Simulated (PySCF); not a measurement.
# wB97X-V/STO-6G run of SiH4S (SMILES [H][Si]([H])([H])S)

Aim: the vertical ionisation energy of SiH4S at wB97X-V/STO-6G, from 2 runs. Input form: a Python script.

Program for the calculation: PySCF 2.14.0.

6 further runs of the same task are left out: 6 set aside as unsound or not needed.

### Step 1. The molecule

SiH4S has 6 atoms, charge 0, and is taken as a singlet. As SMILES, `[H][Si]([H])([H])S`. The coordinates come from a GFN2-xTB relaxation.

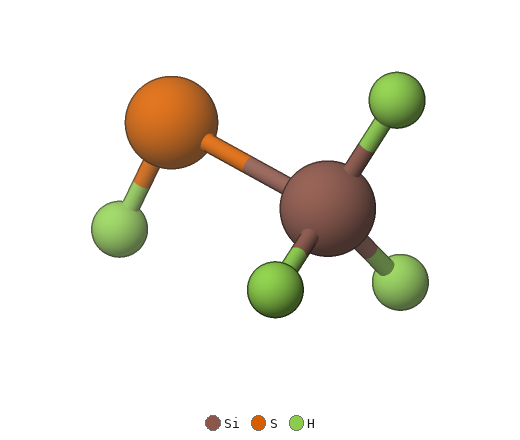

Viewed from a chosen angle; silicon brown, sulfur orange, hydrogen green.

### Step 2. The energy at wB97X-V/STO-6G

calc.py reads:

```python
from pyscf import gto, dft

system = gto.M(
    atom='''
Si     0.380232    -0.027477    -1.029107
S      0.479461     0.037454     3.026340
H     -1.997081     0.113213     3.392512
H      3.034919    -0.039098    -1.719556
H     -0.950967     2.231011    -1.871131
H     -0.946564    -2.315103    -1.799057
''',
    basis='sto-6g',
    charge=0,
    unit='bohr',
    verbose=3,
    spin=0,
    max_memory=1860,
)

mf = dft.RKS(system)
mf.xc = 'wb97x-v'
mf.conv_tol = 1e-10
mf.nlcgrids.level = 1
mf.grids.level = 5
mf.kernel()
if not mf.converged:
    mf = mf.newton().run(mf.mo_coeff, mf.mo_occ)

energy = mf.e_tot
print('E = %.10f Eh' % energy)
```

Command:

```console
$ OMP_NUM_THREADS=1 python calc.py
```

What it wrote:

```text
converged SCF energy = -687.548255767521
E = -687.5482557675 Eh
```

Run time: 26 s. Hardware: 1 thread of Intel Xeon 6975P-C (Granite Rapids), shared host; peak memory 0.21 GiB.

### Step 3. The doublet cation at the same level

run.py reads:

```python
from pyscf import gto, dft

system = gto.M(
    atom=[
    ('Si', (0.201210, -0.014540, -0.544580)),
    ('S', (0.253720, 0.019820, 1.601470)),
    ('H', (-1.056810, 0.059910, 1.795240)),
    ('H', (1.606010, -0.020690, -0.909950)),
    ('H', (-0.503230, 1.180600, -0.990160)),
    ('H', (-0.500900, -1.225100, -0.952020)),
],
    charge=1,
    basis='sto-6g',
    verbose=3,
    spin=1,
    max_memory=1860,
)

mf = dft.UKS(system, xc='wb97x-v')
mf.nlcgrids.level = 1
mf.grids.level = 5
mf.conv_tol = 1e-10
mf.kernel()
if not mf.converged:
    mf = mf.newton().run(mf.mo_coeff, mf.mo_occ)

energy = mf.e_tot
print('Final energy', energy)
```

Command:

```console
$ OMP_NUM_THREADS=1 python run.py
```

What it wrote:

```text
WARN: HOMO -0.280425275288115 >= LUMO -0.280425275288116

converged SCF energy = -687.292616976954  <S^2> = 0.75178773  2S+1 = 2.0017869
Final energy -687.2926169769536
```

Wall time 33 s (1 thread of Intel Xeon 6975P-C (Granite Rapids), shared host); peak memory 0.21 GiB.

### Step 4. Results

Level: wB97X-V/STO-6G.

| quantity | value |
| --- | --- |
| singlet SiH4S: total energy | -687.54826 Eh |
| singlet SiH4S: dipole moment | 1.42 D |
| singlet SiH4S: HOMO energy | -5.98 eV |
| singlet SiH4S: LUMO energy | 8.79 eV |
| singlet SiH4S: HOMO–LUMO gap | 14.77 eV |
| doublet cation: total energy | -687.29262 Eh |
| doublet cation: HOMO energy (highest over α and β) | -16.99 eV |
| doublet cation: LUMO energy (lowest over α and β) | -7.86 eV |
| doublet cation: ⟨S²⟩ | 0.752 |
| vertical ionisation energy (to the doublet cation) | 6.956 eV |

What this shows: Removing an electron at fixed nuclei costs 6.96 eV (160 kcal/mol). −ε(HOMO) before ionisation, 5.98 eV, is 0.97 eV below this ionisation energy. In a minimal basis such a difference can be off by several eV, whatever the method.
